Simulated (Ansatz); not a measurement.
# triplet C4H5NO at 6 levels

Wanted: a comparison of 6 runs (UHF/STO-3G, UHF/def2-SVP, U-r2SCAN/def2-SVP, UPBE/def2-SVP, USVWN5/def2-SVP, UMP2/def2-SVP) of triplet C4H5NO. 

The results are computed with Ansatz 0.2.0.

53 further runs of the same task are left out: 53 set aside as unsound or not needed.

### 1 The system as given

C4H5NO: 11 atoms, total charge 0, spin state triplet. As SMILES of the parent species, `N#CCC1CO1`. The shape is that of a PBE0-D4/def2-TZVP optimisation. This is one conformer, not always the lowest. That shape belongs to the parent species and isn't relaxed for this state.

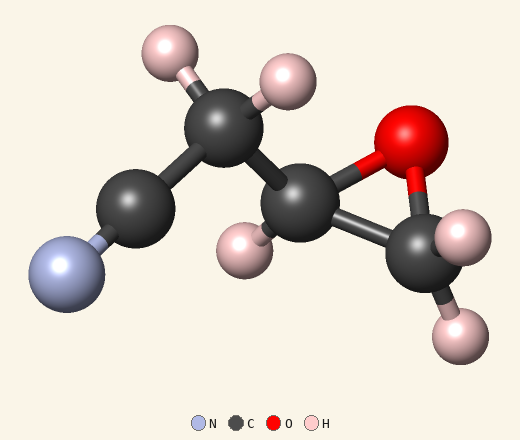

Viewed from a chosen angle; nitrogen light blue, carbon dark grey, oxygen red, hydrogen pink.

### 2 A single-point energy at UHF/STO-3G (run 1)

File job.yaml:

```yaml
crystal:
  periodic: [false, false, false]
  atoms:
    - {symbol: "N", position_ang: [-1.220900, -1.794700, -2.017200]}
    - {symbol: C, position_ang: [-0.420100, -1.361500, -1.316100]}
    - {symbol: C, position_ang: [0.569600, -0.799900, -0.411400]}
    - {symbol: C, position_ang: [-0.076700, 0.005700, 0.690000]}
    - {symbol: C, position_ang: [-0.252400, 1.445600, 0.565800]}
    - {symbol: O, position_ang: [0.784800, 0.893400, 1.366700]}
    - {symbol: H, position_ang: [1.158600, -1.616000, 0.018100]}
    - {symbol: H, position_ang: [1.256000, -0.163300, -0.975900]}
    - {symbol: H, position_ang: [-0.760700, -0.549200, 1.329200]}
    - {symbol: H, position_ang: [0.077400, 1.944600, -0.342200]}
    - {symbol: H, position_ang: [-1.050400, 1.938300, 1.113600]}
basis:
  gaussian: {orbitals: STO-3G}
magnetization: {spin_polarized: true, initial_magnetization: 2}
hamiltonian: {xc: hf}
accuracy: high
output: {orbitals: {seedname: orbitals}}
```

Run with:

```bash
$ ansatz run job.yaml --threads 1 --pin off --max-ram 2610MiB --events-out events.jsonl --progress --plain --runs-dir runs
```

The program printed:

```text
Warning: RAYON_NUM_THREADS=1 ignored (pool sized by the plan → 1); use --threads N
Functional definition: HF
  name "HF"
  exchange = exact_x
  correlation = 0
759 factors; integrals over basis functions are off by at most 5.0e-9 eV
mean field evaluation 1: about -7602.8392 eV, gradient 2.9e1 eV
mean field evaluation 2: about -7603.1344 eV, gradient 2.9e1 eV
mean field evaluation 4: about -7608.6143 eV, gradient 1.3e1 eV
mean field evaluation 8: about -7610.5359 eV, gradient 2.6e0 eV
mean field evaluation 16: about -7612.4089 eV, gradient 6.1e-2 eV
mean field evaluation 32: about -7612.4061 eV, gradient 2.8e-1 eV
mean field evaluation 64: about -7611.3958 eV, gradient 4.7e0 eV
mean field evaluation 96: about -7612.4021 eV, gradient 1.2e-1 eV
mean field evaluation 128: about -7614.1574 eV, gradient 2.5e-2 eV
mean field evaluation 160: about -7612.9687 eV, gradient 3.6e-1 eV
mean field evaluation 192: about -7613.3306 eV, gradient 1.1e1 eV
mean field evaluation 224: about -7606.2106 eV, gradient 2.7e1 eV
mean field evaluation 256: about -7612.9694 eV, gradient 5.8e-1 eV
mean field evaluation 288: about -7614.1764 eV, gradient 1.3e-1 eV
mean field evaluation 320: about -7614.1631 eV, gradient 2.8e-2 eV
mean field evaluation 352: about -7614.1574 eV, gradient 1.6e-2 eV
mean field evaluation 384: about -7614.1704 eV, gradient 1.7e-1 eV
mean field evaluation 416: about -7610.2296 eV, gradient 1.7e-4 eV
mean field -7614.18377674 eV, -279.8160927161 hartree, gradient 2.6e-8 eV, S^2 2.012422; 7 other end points of the search recorded, 0 dependent functions left out
reference -7614.18377674 eV, -279.8160927161 hartree; 23, 21 occupied and 12, 14 virtual orbitals, 759 factors
Total energy: -7614.18377674 eV, -279.8160927161 hartree
```

Wall time 8.4 s (1 thread of Arm Neoverse V1, shared host); peak memory 0.1 GiB.

### 3 The energy at UHF/def2-SVP (run 2)

File in.yaml:

```yaml
basis:
  gaussian:
    orbitals: def2-SVP
crystal:
  periodic: [false, false, false]
  atoms:
    - {symbol: N, position_ang: [-1.220900, -1.794700, -2.017200]}
    - {symbol: C, position_ang: [-0.420100, -1.361500, -1.316100]}
    - {symbol: C, position_ang: [0.569600, -0.799900, -0.411400]}
    - {symbol: C, position_ang: [-0.076700, 0.005700, 0.690000]}
    - {symbol: C, position_ang: [-0.252400, 1.445600, 0.565800]}
    - {symbol: O, position_ang: [0.784800, 0.893400, 1.366700]}
    - {symbol: H, position_ang: [1.158600, -1.616000, 0.018100]}
    - {symbol: H, position_ang: [1.256000, -0.163300, -0.975900]}
    - {symbol: H, position_ang: [-0.760700, -0.549200, 1.329200]}
    - {symbol: H, position_ang: [0.077400, 1.944600, -0.342200]}
    - {symbol: H, position_ang: [-1.050400, 1.938300, 1.113600]}
total_charge: 0
magnetization:
  spin_polarized: true
  initial_magnetization: 2
hamiltonian:
  xc: hf
accuracy: high
output:
  orbitals: {seedname: orbitals}
```

Run with:

```bash
$ ansatz run in.yaml --threads 1 --pin off --max-ram 2610MiB --events-out events.jsonl --progress --plain --runs-dir runs
```

The program printed (excerpt; [...] marks lines left out):

```text
Warning: RAYON_NUM_THREADS=1 ignored (pool sized by the plan → 1); use --threads N
[... 2 set-up lines as earlier in the session ...]
[...]
2645 factors; integrals over basis functions are off by at most 3.3e-9 eV
[...]
mean field -7706.46113430 eV, -283.2072230587 hartree, gradient 5.2e-8 eV, S^2 2.016305; 2 other end points of the search recorded, 0 dependent functions left out
reference -7706.46113430 eV, -283.2072230587 hartree; 23, 21 occupied and 86, 88 virtual orbitals, 2645 factors
Total energy: -7706.46113430 eV, -283.2072230587 hartree
```

It took 37 s on 1 thread of Arm Neoverse V1, shared host; peak memory 0.47 GiB.

Runs 3 to 4 aren't shown in full; the table further down has their settings and results.

### 4 A single-point energy at USVWN5/def2-SVP (run 5)

File run.yaml:

```yaml
crystal:
  periodic: [false, false, false]
  atoms:
    - {symbol: N, position_ang: [-1.220900, -1.794700, -2.017200]}
    - {symbol: C, position_ang: [-0.420100, -1.361500, -1.316100]}
    - {symbol: C, position_ang: [0.569600, -0.799900, -0.411400]}
    - {symbol: C, position_ang: [-0.076700, 0.005700, 0.690000]}
    - {symbol: C, position_ang: [-0.252400, 1.445600, 0.565800]}
    - {symbol: O, position_ang: [0.784800, 0.893400, 1.366700]}
    - {symbol: H, position_ang: [1.158600, -1.616000, 0.018100]}
    - {symbol: H, position_ang: [1.256000, -0.163300, -0.975900]}
    - {symbol: H, position_ang: [-0.760700, -0.549200, 1.329200]}
    - {symbol: H, position_ang: [0.077400, 1.944600, -0.342200]}
    - {symbol: H, position_ang: [-1.050400, 1.938300, 1.113600]}
basis:
  gaussian:
    orbitals: def2-SVP
total_charge: 0
output: {orbitals: {seedname: orbitals}}
magnetization:
  spin_polarized: true
  initial_magnetization: 2
hamiltonian:
  xc: {name: SVWN5}
accuracy: high
```

Run with:

```bash
$ ansatz run run.yaml --threads 1 --pin off --max-ram 2610MiB --events-out events.jsonl --progress --plain --runs-dir runs
```

The program printed:

```text
Warning: RAYON_NUM_THREADS=1 ignored (pool sized by the plan → 1); use --threads N
Functional definition: SVWN5
  name "SVWN5"
  exchange = slater_x
  correlation = vwn5_c
2645 factors; integrals over basis functions are off by at most 3.3e-9 eV
mean field evaluation 1: about -7670.2615 eV, gradient 5.2e1 eV
mean field evaluation 2: about -7344.7315 eV, gradient 1.6e2 eV
mean field evaluation 4: about -7662.2810 eV, gradient 5.6e1 eV
mean field evaluation 8: about -7686.5517 eV, gradient 5.3e-1 eV
mean field evaluation 16: about -7686.5548 eV, gradient 3.3e-8 eV
mean field evaluation 32: about -7678.9649 eV, gradient 2.5e1 eV
mean field evaluation 64: about -7684.3128 eV, gradient 3.2e0 eV
mean field evaluation 96: about -7685.8302 eV, gradient 7.7e-1 eV
mean field -7686.55476090 eV, -282.4756773292 hartree, gradient 1.8e-8 eV, S^2 2.001988; 8 other end points of the search recorded, 0 dependent functions left out
reference -7686.55476388 eV, -282.4756774387 hartree; 23, 21 occupied and 86, 88 virtual orbitals, 2645 factors
Total energy: -7686.55476388 eV, -282.4756774387 hartree
```

It took 27 s on 1 thread of Arm Neoverse V1, shared host; peak memory 0.4 GiB.

### 5 A single-point energy at UMP2/def2-SVP (run 6)

File in.yaml:

```yaml
crystal:
  periodic: [false, false, false]
  atoms:
    - symbol: N
      position_ang: [-1.220900, -1.794700, -2.017200]
    - symbol: C
      position_ang: [-0.420100, -1.361500, -1.316100]
    - symbol: C
      position_ang: [0.569600, -0.799900, -0.411400]
    - symbol: C
      position_ang: [-0.076700, 0.005700, 0.690000]
    - symbol: C
      position_ang: [-0.252400, 1.445600, 0.565800]
    - symbol: O
      position_ang: [0.784800, 0.893400, 1.366700]
    - symbol: H
      position_ang: [1.158600, -1.616000, 0.018100]
    - symbol: H
      position_ang: [1.256000, -0.163300, -0.975900]
    - symbol: H
      position_ang: [-0.760700, -0.549200, 1.329200]
    - symbol: H
      position_ang: [0.077400, 1.944600, -0.342200]
    - symbol: H
      position_ang: [-1.050400, 1.938300, 1.113600]
basis:
  gaussian:
    orbitals: def2-SVP
correlation:
  method: mp2
  frozen_orbitals: {C: 1, H: 0, "N": 1, O: 1}
accuracy: high
magnetization:
  spin_polarized: true
  initial_magnetization: 2
```

Run with:

```bash
$ ansatz run in.yaml --threads 1 --pin off --max-ram 2610MiB --events-out events.jsonl --progress --plain --runs-dir runs
```

The program printed (excerpt; [...] marks lines left out):

```text
Warning: RAYON_NUM_THREADS=1 ignored (pool sized by the plan → 1); use --threads N
[... 2 set-up lines as earlier in the session ...]
[...]
2645 factors; integrals over basis functions are off by at most 3.3e-9 eV
[...]
mean field -7706.46113430 eV, -283.2072230587 hartree, gradient 5.2e-8 eV, S^2 2.016305; 7 other end points of the search recorded, 0 dependent functions left out
6 core orbitals not correlated: weight in the atoms' cores, before any rotation towards them, 1.000 or more for the frozen orbitals, at most 0.000 for the correlated occupied ones
reference -7706.46113430 eV, -283.2072230587 hartree; 17, 15 occupied and 86, 88 virtual orbitals, 2645 factors
second order -21.73184418 eV of doubles, -0.00000000 eV of singles
Total energy: -7728.19297848 eV, -284.0058536019 hartree
```

Wall time 45 s (1 thread of Arm Neoverse V1, shared host); peak memory 0.47 GiB.

### 6 All runs side by side

```csv
run,level,frozen core orbitals,energy (Eh),HOMO energy (eV),⟨S²⟩,wall time
1,UHF/STO-3G,–,-279.816093,-4.85,2.012,8.4 s
2,UHF/def2-SVP,–,-283.207223,-6.89,2.016,37 s
3,U-r2SCAN/def2-SVP,–,-284.725775,-1.73,2.008,2.3 min
4,UPBE/def2-SVP,–,-284.547790,-0.97,2.003,47 s
5,USVWN5/def2-SVP,–,-282.475677,-0.87,2.002,27 s
6,UMP2/def2-SVP,6,-284.005854,–,2.016,45 s
```

### 7 What came out

```
                                          quantity          value
                               run 6: total energy  -284.00585 Eh
run 6: correlation energy (6 core orbitals frozen)     -798.6 mEh
          run 6: ⟨S²⟩ of the reference determinant          2.016
```

Totals of different functionals can't be ranked against each other. In run 1 the basis is minimal, so the values are rough. All runs together took 5 min, the longest 2.3 min.
